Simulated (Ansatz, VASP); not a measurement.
## Cross-check of BN (Qingsongite) between VASP and Ansatz

One calculation is typed for both programs; each brings its own data sets. How far apart do they land? The cell is taken from a series of VASP runs on this material, whose earlier steps may have relaxed, scaled or displaced it; both programs get it as it stands. Valence electrons are named where the data sets of a main pair hold unlike numbers.

Calculated with Ansatz 0.2.0; plane waves, with VASP 6.6.1 beside it; band structure at LDA, dielectric response at LDA and single point at LDA.

## 1. The starting structure

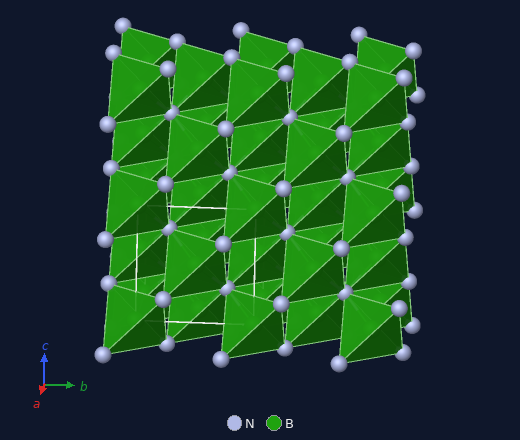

The starting structure, seen slightly off an axis (nitrogen light blue, boron green). 1×2×2 cells are drawn. This picture shows the conventional cell, with its axes. Some periodic images of atoms are drawn too.

Structure file:

```xyz
2
Lattice="0.0000 1.8075 1.8075 1.8075 0.0000 1.8075 1.8075 1.8075 0.0000" Properties=species:S:1:pos:R:3 pbc="T T T"
N     2.7113    2.7113    2.7113
B     0.0000    0.0000    0.0000
```

## 2. VASP: band structure, LDA

The same path points are solved in both programs, so levels can be compared one by one.

Lines of VASP's logs that name or quote its potential files are left out, and so is its time.

INCAR

```
SYSTEM = BN
PREC = Accurate
ENCUT = 460
EDIFF = 1E-06
NELM = 100
ISMEAR = 0
SIGMA = 0.03
LREAL = .FALSE.
ALGO = Normal
GGA = CA
NBANDS = 16
LORBIT = 11
LWAVE = .FALSE.
LCHARG = .FALSE.
KPAR = 4
LASPH = .TRUE.
```

POSCAR

```
BN
1.0
    0.0000000000      1.8075000000      1.8075000000
    1.8075000000      0.0000000000      1.8075000000
    1.8075000000      1.8075000000      0.0000000000
N B
1 1
Direct
    0.7500000000      0.7500000000      0.7500000000
    0.0000000000      0.0000000000      0.0000000000
```

KPOINTS

```
Automatic mesh
0
Gamma
10 10 10
0 0 0
```

KPOINTS_OPT

```
Line mode
10
Line-mode
Reciprocal
  0.00000000   0.00000000   0.00000000 GAMMA
  0.50000000   0.00000000   0.50000000 X

  0.50000000   0.00000000   0.50000000 X
  0.50000000   0.25000000   0.75000000 W

  0.50000000   0.25000000   0.75000000 W
  0.37500000   0.37500000   0.75000000 K

  0.37500000   0.37500000   0.75000000 K
  0.00000000   0.00000000   0.00000000 GAMMA

  0.00000000   0.00000000   0.00000000 GAMMA
  0.50000000   0.50000000   0.50000000 L

  0.50000000   0.50000000   0.50000000 L
  0.62500000   0.25000000   0.62500000 U

  0.62500000   0.25000000   0.62500000 U
  0.50000000   0.25000000   0.75000000 W

  0.50000000   0.25000000   0.75000000 W
  0.50000000   0.50000000   0.50000000 L

  0.50000000   0.50000000   0.50000000 L
  0.37500000   0.37500000   0.75000000 K

  0.62500000   0.25000000   0.62500000 U
  0.50000000   0.00000000   0.50000000 X
```

Potentials, in the order of the species: N and B (LDA family, release 64).

Started as:

```console
> mpirun -np 4 vasp_std
```

Numbers of over 12 decimals in the logs are rounded to 6 here.

The log of the run:

```text
[banner, memory and clock lines left out]
running    4 mpi-ranks, on    1 nodes
 distrk:  each k-point on    1 cores,    4 groups
 distr:  one band on    1 cores,    1 groups

 POSCAR found type information on POSCAR N B
 POSCAR found :  2 types and       2 ions
 LDA part: xc-table for (Slater(with rela. corr.)+CA(PZ))
 , standard interpolation
 POSCAR, INCAR and KPOINTS ok, starting setup
 FFT: planning ... GRIDC
 FFT: planning ... GRID_SOFT
 FFT: planning ... GRID
 WAVECAR not read
 entering main loop
       N       E                     dE             d eps       ncg     rms          rms(c)
DAV:   1     0.744691475811E+01    0.74469E+01   -0.44413E+03  1552   0.455E+02
DAV:   2    -0.202011961832E+02   -0.27648E+02   -0.26789E+02  2024   0.119E+02
DAV:   3    -0.205353661696E+02   -0.33417E+00   -0.33409E+00  1608   0.107E+01
DAV:   4    -0.205355409085E+02   -0.17474E-03   -0.17474E-03  2064   0.306E-01
DAV:   5    -0.205355410225E+02   -0.11404E-06   -0.11403E-06  1616   0.685E-03    0.652E+00
DAV:   6    -0.195469680649E+02    0.98857E+00   -0.28575E+00  1704   0.697E+00    0.311E+00
DAV:   7    -0.194386817284E+02    0.10829E+00   -0.67959E-02  1912   0.167E+00    0.180E+00
DAV:   8    -0.194071474558E+02    0.31534E-01   -0.32844E-02  1768   0.985E-01    0.173E-01
DAV:   9    -0.194069877835E+02    0.15967E-03   -0.10390E-03  1728   0.202E-01    0.880E-02
DAV:  10    -0.194069670090E+02    0.20775E-04   -0.50586E-05  1920   0.460E-02    0.136E-02
DAV:  11    -0.194069672876E+02   -0.27865E-06   -0.84745E-07  1288   0.510E-03
   1 F= -.19406967E+02 E0= -.19406967E+02  d E =-.452362E-20
 Start KPOINTS_OPT (optional k-point list driver)
k-point batch [1-47\100]
       N       E                     dE             ncg
DAV:   1     0.123404206618E+04   -0.13243E+05     1528
DAV:   2    -0.229434223867E+02   -0.12570E+04     1952
DAV:   3    -0.377807135518E+02   -0.14837E+02     1776
DAV:   4    -0.377870438726E+02   -0.63303E-02     1904
DAV:   5    -0.377870469673E+02   -0.30946E-05     1792
DAV:   6    -0.377870469699E+02   -0.26267E-08     1496
[...]
k-point batch [95-100\100]
       N       E                     dE             ncg
DAV:   1     0.177231882485E+05   -0.22417E+04      200
DAV:   2     0.175746441539E+05   -0.14854E+03      264
DAV:   3     0.175730315168E+05   -0.16126E+01      232
DAV:   4     0.175730307404E+05   -0.77633E-03      248
DAV:   5     0.175730307399E+05   -0.49674E-06      232
```

Parts of OUTCAR (step 2):

```text
ion  position               nearest neighbor table
   1  0.750  0.750  0.750-   2 1.57   2 1.57   2 1.57   2 1.57
   2  0.000  0.000  0.000-   1 1.57   1 1.57   1 1.57   1 1.57

  LATTYP: Found a face centered cubic cell.
 ALAT       =     3.6150000000

 Subroutine GETGRP returns: Found 24 space group operations
 (whereof 24 operations were pure point group operations)

The static configuration has the point symmetry T_d .

 Found     47 irreducible k-points:

   k-points           NKPTS =     47   k-points in BZ     NKDIM =     47   number of bands    NBANDS=     16

   dimension x,y,z NGX =    18 NGY =   18 NGZ =   18
   dimension x,y,z NGXF=    36 NGYF=   36 NGZF=   36

   ENCUT  =  460.0 eV  33.81 Ry    5.81 a.u.   4.47  4.47  4.47*2*pi/ulx,y,z

   NELECT =       8.0000    total number of electrons

 k-points in reciprocal lattice and weights: Automatic mesh
   0.00000000  0.00000000  0.00000000       0.001
   0.10000000  0.00000000  0.00000000       0.008
   0.20000000  0.00000000  0.00000000       0.008
   0.30000000  0.00000000  0.00000000       0.008
   0.40000000  0.00000000  0.00000000       0.008
   0.50000000  0.00000000  0.00000000       0.004
   0.10000000  0.10000000  0.00000000       0.006
   0.20000000  0.10000000  0.00000000       0.024
   0.30000000  0.10000000  0.00000000       0.024
[...]
-0.30000000  0.40000000  0.20000000       0.024
  -0.30000000  0.50000000  0.20000000       0.012

 average (electrostatic) potential at core
       1 -60.1135       2 -29.5715

 E-fermi :   7.5731

 k-point     1 :       0.0000    0.0000    0.0000
  band No.  band energies     occupation
      1     -12.6798      2.00000
      2       7.3907      2.00000
      3       7.3907      2.00000
      4       7.3907      2.00000
      5      16.0732      0.00000
      6      16.0732      0.00000
      7      16.0732      0.00000
      8      17.8282      0.00000
      9      31.8805      0.00000
    ...

 k-point     2 :       0.1000    0.0000    0.0000
  band No.  band energies     occupation
      1     -12.4364      2.00000
      2       6.1283      2.00000
      3       7.1328      2.00000
      4       7.1328      2.00000
      5      16.3779      0.00000
      6      16.4573      0.00000
      7      16.4573      0.00000
      8      18.5775      0.00000
      9      31.5231      0.00000
    ...

 k-point     3 :       0.2000    0.0000    0.0000
  band No.  band energies     occupation
      1     -11.7176      2.00000
      2       3.4248      2.00000
      3       6.5586      2.00000
      4       6.5586      2.00000
      5      16.8131      0.00000
      6      17.2510      0.00000
      7      17.2510      0.00000
      8      20.1493      0.00000
      9      30.7716      0.00000
    ...

  Total       -0.8084274     -0.8084274     -0.8084274      0.0000000      0.0000000      0.0000000
  in kB     -109.6697133   -109.6697133   -109.6697133      0.0000000      0.0000000      0.0000000
  external PRESSURE =    -109.6697133 kB  Pullay stress =       0.0000000 kB

  energy-cutoff  :      460.00
  volume of cell :       11.81
      direct lattice vectors                 reciprocal lattice vectors
     0.000000000  1.807500000  1.807500000    -0.276625173  0.276625173  0.276625173
     1.807500000  0.000000000  1.807500000     0.276625173 -0.276625173  0.276625173
     1.807500000  1.807500000  0.000000000     0.276625173  0.276625173 -0.276625173

 POSITION                                       TOTAL-FORCE (eV/Angst)
 -----------------------------------------------------------------------------------
      2.71125      2.71125      2.71125         0.000000      0.000000      0.000000
      0.00000      0.00000      0.00000        -0.000000     -0.000000     -0.000000
 -----------------------------------------------------------------------------------
    total drift:                                0.000001      0.000001      0.000000

  FREE ENERGIE OF THE ION-ELECTRON SYSTEM (eV)
  ---------------------------------------------------
  free  energy   TOTEN  =       -19.4069672876 eV

  energy  without entropy=      -19.4069672876  energy(sigma->0) =      -19.40696729

 total charge
# of ion       s       p       d       tot
------------------------------------------
    1        1.204   2.733   0.000   3.937
    2        0.673   1.372   0.000   2.045
--------------------------------------------------
tot          1.876   4.105   0.000   5.982

[... 3 further parts left out ...]
```

The run ends at a pressure of -10.97 GPa.

## 3. Ansatz: band structure, LDA

Ansatz runs on its default PAW (the set named soft_2) files.

The same cell, functional (in two slightly different forms), mesh and smearing now go to Ansatz, which takes its cutoff from its data sets.

input.yaml

```yaml
crystal:
  lattice:
    - [0.0, 1.8075, 1.8075]
    - [1.8075, 0.0, 1.8075]
    - [1.8075, 1.8075, 0.0]
  atoms:
    - { symbol: "N", position: [0.75, 0.75, 0.75] }
    - { symbol: B, position: [0.0, 0.0, 0.0] }
hamiltonian:
  xc: lda
  pseudopotentials: { kind: paw }
kpoints:
  mp_grid: { grid: [10, 10, 10] }
  band_path:
    path:
      - [0.0, 0.0, 0.0]
      - [0.16667, 0.0, 0.16667]
      - [0.33333, 0.0, 0.33333]
      - [0.5, 0.0, 0.5]
      - [0.5, 0.08333, 0.58333]
      - [0.5, 0.19444, 0.69444]
      - [0.5, 0.25, 0.75]
      - [0.45833, 0.29167, 0.75]
      - [0.40278, 0.34722, 0.75]
      - [0.375, 0.375, 0.75]
      - [0.20833, 0.20833, 0.41667]
      - [0.08333, 0.08333, 0.16667]
      - [0.0, 0.0, 0.0]
      - [0.22222, 0.22222, 0.22222]
      - [0.38889, 0.38889, 0.38889]
      - [0.51389, 0.47222, 0.51389]
      - [0.55556, 0.38889, 0.55556]
      - [0.61111, 0.27778, 0.61111]
      - [0.61111, 0.25, 0.63889]
      - [0.56944, 0.25, 0.68056]
      - [0.51389, 0.25, 0.73611]
      - [0.5, 0.27778, 0.72222]
      - [0.5, 0.38889, 0.61111]
      - [0.5, 0.47222, 0.52778]
      - [0.48611, 0.48611, 0.52778]
      - [0.43056, 0.43056, 0.63889]
      - [0.38889, 0.38889, 0.72222]
      - [0.59722, 0.19444, 0.59722]
      - [0.55556, 0.11111, 0.55556]
      - [0.5, 0.0, 0.5]
    npoints: 1
scf:
  occupations: { method: gaussian, width: 0.03 }
  n_extra_bands: 7
output:
  forces: true
  stress: true
  eigenvalues: true
```

Started as:

```console
> ansatz run input.yaml --threads 2 --pin off --max-ram 4608MiB --backend cpu --events-out ev --progress --plain --runs-dir out
```

The log of the run:

```text
scf.n_extra_bands = 7 over 4 filled bands (N_el = 8.0): the run solves 11 bands
Engine: ansatz 0.2.0, x86_64-unknown-linux-gnu
Pseudopotentials: kind: paw
Pseudopotential: N, paw, valence charge 5, recommended cutoff 420 eV (normal), N.paw.azcp
Pseudopotential: B, paw, valence charge 3, recommended cutoff 420 eV (normal), B.paw.azcp
Functional definition: SPW92
  exchange = slater_x
  correlation = pw_c
Crystal: 2 atoms, lattice volume = 11.810 Å³
Basis set: ecut = 420 eV, 259 PW (Γ)
Bands: 11, of which v1, the nominal top of the filled ones, is band 4 counted from 1 (3 counted from 0)
Symmetry: 24 space group operations
Space group: F-43m (ITA 216), of the structure as read, at distance tolerance 2.3e-5 Å
k-points: 47 of 1000 (time reversal used)
Non-local potential: N, projectors of the file, l = 0: 2, l = 1: 2, l = 2: 1
Non-local potential: B, projectors of the file, l = 0: 2, l = 1: 2, l = 2: 1
PAW form: soft (Blöchl's): semilocal exchange-correlation on the pseudo side does not see the compensation charge
PAW frozen core: N, regenerated for the run's functional, and the local potential with it (the file was generated under x = pbe(κ = 0.804, μ = 0.219515), c = pbe(β = 0.066725))
PAW frozen core: B, regenerated for the run's functional, and the local potential with it (the file was generated under x = pbe(κ = 0.804, μ = 0.219515), c = pbe(β = 0.066725))
PAW one-centre angular grid: N, 110 points (default); XC on 64 Gauss nodes
PAW one-centre angular grid: B, 110 points (default); XC on 64 Gauss nodes
Initial density: superposition of atomic densities (neutral atoms: chi_scale 0, normalization atom), corrected by the library's trained network
Initial wavefunctions: pseudopotential atomic-orbital guess
Functional: x = slater, c = lda
SCF iter   1: F=—  HF=-526.458256 eV  |F-HF|=—  |Δ(HF+E_count)|=         —  Δρ=7.34e-3  dr2=4.64e-3  ethr=1.77e-3  ⟨swp⟩=4.9  Hψ=2824  notcnv=0  defer=4
preconditioner: auto → none  [insulator: Δε(μ)=4.305 eV  Ē_g=25.086 eV  σ=0.030 eV  W_gap=1.00  n_scr=0 (ndim 8)  ℏωp=30.6 eV  f_vac=0.000  D(μ)=0.00/eV (n_scr^D=0)  ε∞_Penn≈2.5]
SCF iter   2: F=—  HF=-526.457012 eV  |F-HF|=—  |Δ(HF+E_count)|=   1.24e-3  Δρ=3.20e-3  dr2=7.79e-4  ethr=5.80e-5  ⟨swp⟩=1.1  Hψ=896  notcnv=0  defer=69
SCF iter   3: F=—  HF=-526.456776 eV  |F-HF|=—  |Δ(HF+E_count)|=   2.35e-4  Δρ=2.54e-4  dr2=2.31e-6  ethr=9.74e-6  ⟨swp⟩=1.4  Hψ=456  notcnv=0  defer=69
SCF iter   4: F=—  HF=-526.456775 eV  |F-HF|=—  |Δ(HF+E_count)|=   1.59e-6  Δρ=2.16e-5  dr2=3.03e-8  ethr=2.89e-8  ⟨swp⟩=2.1  Hψ=531  notcnv=0  defer=69
iter 5 did not close the SCF: its close was put off for the readings that it lacked (scf_convergence_deferred on its scf_iter line)
SCF iter   5: F=-526.456775 eV  HF=-526.456775 eV  |F-HF|=8.50e-11  |Δ(HF+E_count)|=   5.19e-9  Δρ=4.57e-6  dr2=7.54e-10  ethr=3.79e-10  ⟨swp⟩=2.2  Hψ=562  notcnv=0  defer=69
SCF iter   6: F=-526.456775 eV  HF=-526.456775 eV  |F-HF|=2.64e-11  |Δ(HF+E_count)|=  9.41e-11  Δρ=8.15e-7  dr2=3.51e-11  ethr=9.43e-12  ⟨swp⟩=4.2  Hψ=2124  notcnv=0
SCF 1 converged in 6 iterations: F = -526.456775 eV  dr2 = 3.51e-11
  greatest PAW one-centre occupation: 0.780 electrons in one spin orbital (limit 2), on the N atom at site 0 (counted from 0), in its partial waves of l = 0
NSCF: frozen V_eff on 30 k-points
SCF converged after 6 iterations
Free energy (F): -526.456775 eV
Harris-Foulkes:  -526.456775 eV  (|F-HF|=2.64e-11)
Internal energy: -526.456775 eV  (E = F + TS)
E sigma→0 (E₀):  -526.456775 eV
Fermi energy:    13.102927 eV
--- Per-component energies (eV) ---
  E_band       = 24.804297
  E_kinetic    = 185.143420
  E_local      = -176.546673  (includes V_loc(G=0)·N_el)
  E_nonlocal   = 58.496887
  E_hartree    = 48.600945
  E_xc         = -92.554136
  E_vxc        = -115.539496  (∫ρ·V_xc dr)
  E_paw        = -191.338545  (= ΣΔE_a)
  E_vpaw       = -23.951776  (= ΣTr[D̂ρ^β])
  E_aug_tail   = 0.000099  (compensation charges beyond the density's cutoff)
  E_ewald      = -358.384650
  E_core_change = 0.125878  (= ΣΔE_core)
  E_smearing   = -0.000000  (= −TS)
  E_closure    = 0.000000  (closes the sum)
  Σ components = -526.456775   (vs F -526.456775, Δ=0.00e0)
--- Forces (eV/Å), atoms counted from 1 ---
  atom   1  N      0.00000000    -0.00000000     0.00000000
  atom   2  B     -0.00000000     0.00000000     0.00000000
  max |Σ_I F_I| component: 6.57e-16 eV/Å
--- Stress (GPa, compression-positive) ---
      -10.964648      -0.000000      -0.000000
        0.000000     -10.964648       0.000000
       -0.000000       0.000000     -10.964648
  P = ⅓ Tr σ = -10.9646 GPa (-109.646 kbar)
--- Band table (eV; the first three rows and the last of 47) ---
  k-point 0: bands = [-9.1515, 10.9225, 10.9225, 10.9225, 19.6195, 19.6195, 19.6195, 21.3340, ... 3 higher]
  k-point 1: bands = [-8.9074, 9.6649, 10.6676, 10.6676, 19.9179, 20.0027, 20.0027, 22.0896, ... 3 higher]
  k-point 2: bands = [-8.1880, 6.9623, 10.0943, 10.0943, 20.3458, 20.7948, 20.7948, 23.6677, ... 3 higher]
  k-point 46: bands = [-3.1951, 3.0652, 4.3152, 4.5004, 19.5518, 23.8293, 24.9305, 26.8060, ... 3 higher]
```

It took 0.62 s on 2 threads of AMD EPYC 7B13 (Zen 3), shared host; peak memory 0.32 GiB.

In the SCF lines HF is the Harris–Foulkes energy and dr2 the Hartree energy of the density residual, in eV; the loop may stop once dr2 is under the threshold and the program's other checks hold. Hψ counts applications of the Hamiltonian.

## 4. Differences

Known differences besides the potentials themselves: the two LDA forms differ slightly; the cutoff is 420 eV in Ansatz and 460 eV in VASP; VASP's log shows a relativistic correction to its local exchange, Ansatz's none. Total energies have different zeros and are not compared.

Compared:

| quantity | Ansatz | VASP | difference |
| --- | --- | --- | --- |
| pressure (GPa) | -10.96 | -10.97 | 0.00 |
| pressure without Ansatz's Pulay correction (GPa) | -12.32 | -10.97 | -1.35 |
| gap over the path points (eV) | 4.361 | 4.342 | +0.019 |

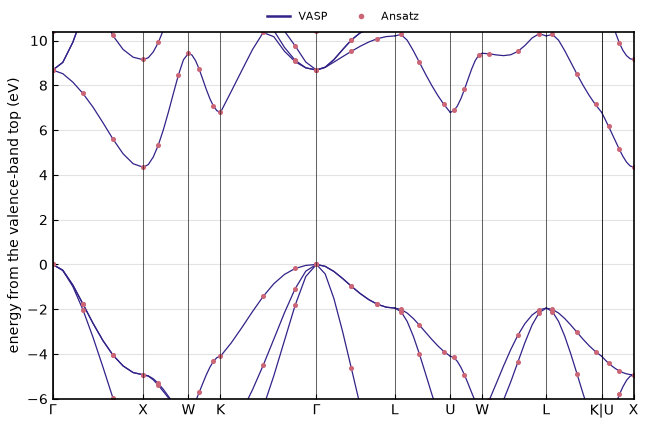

Bands from VASP (lines) and levels from Ansatz (dots). Dots without a line are higher empty bands that the VASP plot leaves out.

Levels at points of the path, from each program's valence-band top (eV; 3 filled, then empty):

| k (reciprocal lattice) | Ansatz | VASP |
| --- | --- | --- |
| 0.000 0.000 0.000 | 0.00 0.00 0.00 8.70 8.70 8.70 | 0.00 0.00 0.00 8.68 8.68 8.68 |
| 0.167 0.000 0.167 | -2.02 -1.76 -1.76 7.65 11.17 11.17 | -2.02 -1.76 -1.76 7.64 11.16 11.16 |
| 0.333 0.000 0.333 | -5.98 -4.05 -4.05 5.61 10.23 15.36 | -5.99 -4.05 -4.05 5.59 10.21 15.37 |
| 0.500 0.000 0.500 | -8.88 -4.92 -4.92 4.36 9.17 17.69 | -8.89 -4.93 -4.93 4.34 9.14 17.70 |
| 0.500 0.083 0.583 | -8.69 -5.39 -5.31 5.35 9.94 16.95 | -8.70 -5.39 -5.31 5.33 9.91 16.96 |
| 0.500 0.194 0.694 | -7.91 -6.54 -6.39 8.48 12.74 14.16 | -7.91 -6.55 -6.40 8.46 12.72 14.17 |
| 0.500 0.250 0.750 | -7.50 -7.02 -6.56 9.44 13.22 14.26 | -7.51 -7.03 -6.57 9.43 13.23 14.24 |
| 0.458 0.292 0.750 | -7.76 -7.32 -5.71 8.73 13.11 14.09 | -7.77 -7.33 -5.72 8.72 13.11 14.09 |
| 0.403 0.347 0.750 | -8.04 -7.68 -4.32 7.09 12.82 15.27 | -8.04 -7.69 -4.33 7.08 12.81 15.28 |
| 0.375 0.375 0.750 | -8.07 -7.72 -4.09 6.81 12.78 15.63 | -8.08 -7.74 -4.10 6.79 12.77 15.64 |

Among the levels compared at these points, filled levels agree within 12 meV and empty ones within 26 meV. Ansatz's pressure holds a Pulay correction of 1.35 GPa; VASP's holds none.

## 5. Ansatz: dielectric response, LDA

The response to a field tests empty states and converges slowly with the mesh.

The cell is taken from a series of VASP runs on this material, whose earlier steps may have relaxed, scaled or displaced it; both programs get it as it stands.

input.yaml, the sections that differ from step 3:

```yaml
kpoints:
  mp_grid: { grid: [14, 14, 14] }
scf:
  occupations: { method: fixed }
dielectric:
  method: response
# crystal, hamiltonian: as in step 3
# output: removed
```

The log of the run:

```text
[...]
Crystal: 2 atoms, lattice volume = 11.810 Å³
Basis set: ecut = 420 eV, 259 PW (Γ), exchange–correlation on 36×36×36 points (8 copies of the dense FFT grid, shifted against one another)
Bands: 8, of which v1, the nominal top of the filled ones, is band 4 counted from 1 (3 counted from 0)
Symmetry: 24 space group operations
k-points: 428 of 2744 (irreducible under 4 space group operations, time reversal used)
[...]
Born effective charges Z* (e; rows j = field, columns β = displacement):
    site 0:
        -1.89176    0.00000   -0.00000
        -0.00000   -1.89176   -0.00000
        -0.00000    0.00000   -1.89176
    site 1:
         1.89176   -0.00000    0.00000
         0.00000    1.89176    0.00000
         0.00000   -0.00000    1.89176
  Z* charge neutrality: 1.418e-6 e pre-enforcement
  k-mesh period / interband length: 35.8 Å / 1.31 Å = 27.39 at k = (0.0000, -0.5000, -0.5000), direct gap 9.285 eV — 14 or more, which is no proof of convergence
[key lines of the parts left out:]
SCF converged after 7 iterations
Free energy (F): -526.457002 eV
Fermi energy:    10.922514 eV
```

Elapsed: 5.6 s, on 2 threads; peak memory 0.39 GiB.

(Continued in part 2 of 2.)

[Lines on the potential files, build, host, timing and source positions are cut from VASP's logs without a mark.]

[Logs are printed without paths, hosts, clocks, repeated set-up lines and the standing remarks that a program may print on its own settings, such as how far it seeks lower states.]

[Hosts, paths, dates, database ids (printed as entryN), source tags and the programs' standing remarks are cut or masked in the printed files.]
